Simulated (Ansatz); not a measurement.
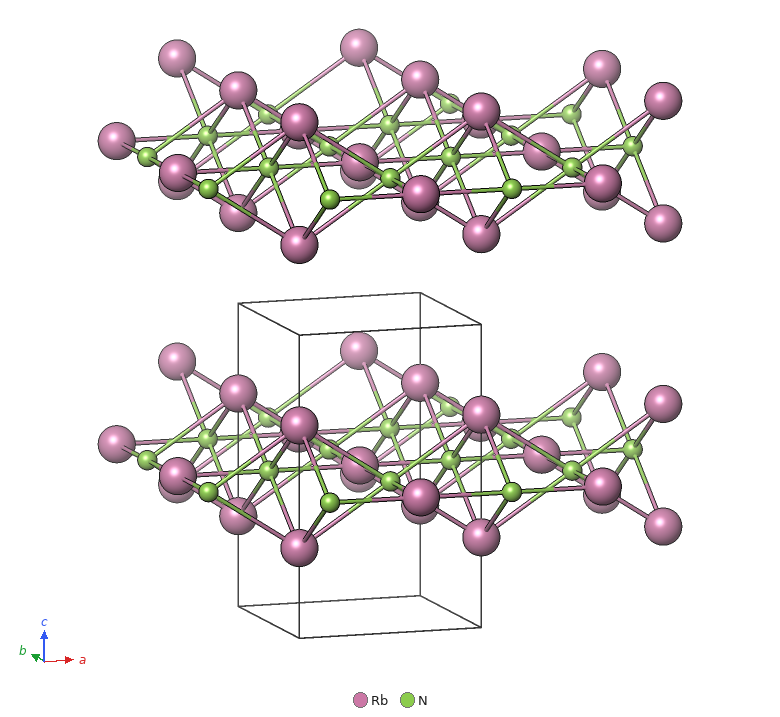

System Rb₃N₂ (space group P4/mmm, No. 123); source of the atomic positions: the input geometry of an electronic-structure calculation (not necessarily at equilibrium); the starting structure was generated, so it need not be a known form of this composition.

Bonds are taken as N–Rb below 3.5 Å; no other contact counts. Simplification: prune 0- and 1-connected atoms, fold 2-connected ones into links.

> What kind of net remains, and which atoms are its nodes?

A trinodal (4,4,6)-connected, two-periodic (layers) net: Rb(1d) is a 4-connected node; Rb(2g) is a 4-connected node; N is a 6-connected node, in the ratio 1:2:2.

> How do the layers lie?

The layers lie parallel to (001).

> Give the point symbol of each node (shortest cycle at each angle).

Rb(1d): 4^4.6^2; Rb(2g): 4^6; N: 4^10.6^5.

> How many nodes does the smallest cycle have?

Four.

The simplified net, drawn on the atoms' positions. Nodes are coloured by topological kind. One layer is drawn. Short stubs are edges that leave the cut-out.

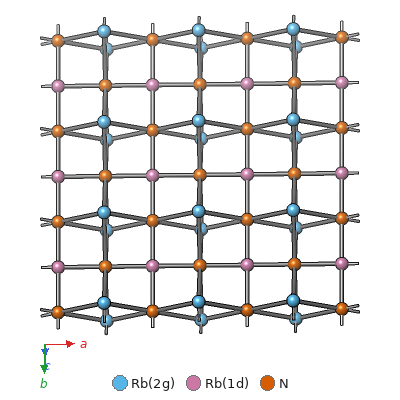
